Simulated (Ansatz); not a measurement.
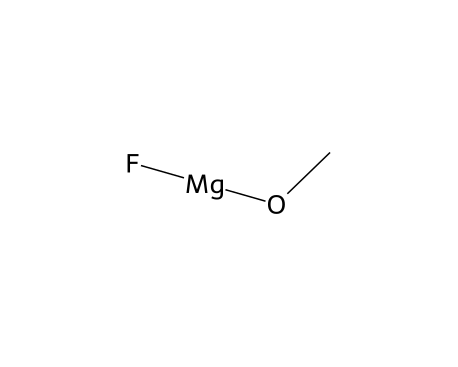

Source: calculation with Ansatz.

A structural formula.

> Transcribe the drawing into SMILES.

C[O][Mg][F]

> Give the formula, hydrogens included.

CH3FMgO.
